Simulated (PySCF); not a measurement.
System: C₅H₁₁NOS (charge +1, doublet).

```xyz
19

C    -1.5905    0.5243   -1.9715
C    -1.0747    0.3127   -0.7817
C    -1.3567   -0.8446    0.1646
N    -1.3396   -0.5013    1.5329
S     0.1416    1.5132   -0.0807
O    -0.0936    1.3819    1.3596
C     1.7437    0.6548   -0.4503
C     2.1254   -0.3665    0.5970
H    -2.3141   -0.1377   -2.4207
H    -1.3095    1.3758   -2.5683
H    -2.3516   -1.2194   -0.1226
H    -0.6222   -1.6336   -0.0279
H    -0.7226   -0.9557    2.1832
H    -2.0791    0.0619    1.9196
H     2.4744    1.4632   -0.4758
H     1.6500    0.2370   -1.4502
H     1.5568   -1.2869    0.4958
H     3.1797   -0.6125    0.4956
H     1.9728    0.0427    1.5939
```

Geometry: GFN2-xTB.

Method: UKS B3LYP, pcH-1 on C H N O S, non-relativistic, mean-field spin-orbit, GIAO (PySCF).

**What will maps of the electron density, electron localisation function and spin density show?**

C–C (1.31 Å): ρ at the midpoint is about 2.4 e/Å³; the ELF peaks at about 0.90 between the atoms; a multiple bond.
C–S (1.85 Å): ρ is about 1.2 e/Å³ halfway; the ELF peaks at about 0.90 between the atoms; localised, covalent bonding.
C–C (1.52 Å): the density is about 1.6 e/Å³ at the midpoint; the ELF peaks at about 0.95 between the atoms; a shared electron pair.
The unpaired spin (1 electron) lies mostly on N4 (about 0.4), O6 (about 0.3) and S5 (about 0.1), in electrons by Hirshfeld's partition.

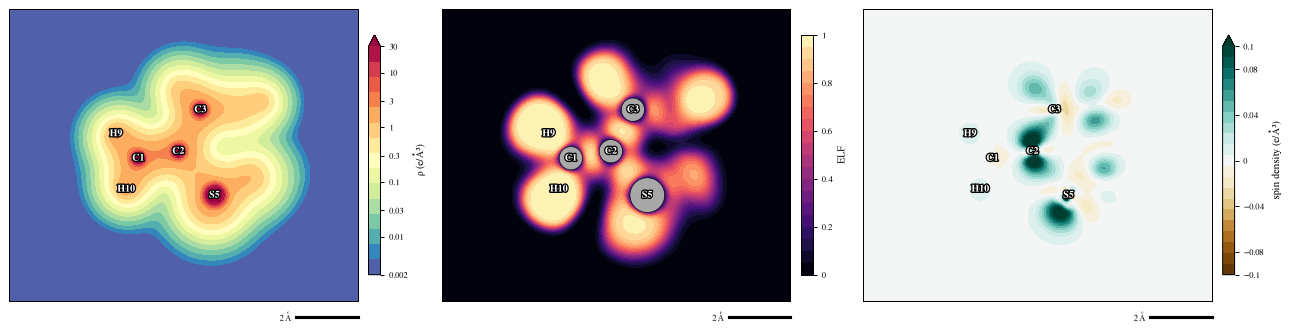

Computed electron density, electron localisation function and spin density on the plane of atoms H9, C1 and H10, in this order. Grey discs cover the atomic cores in the ELF map. 
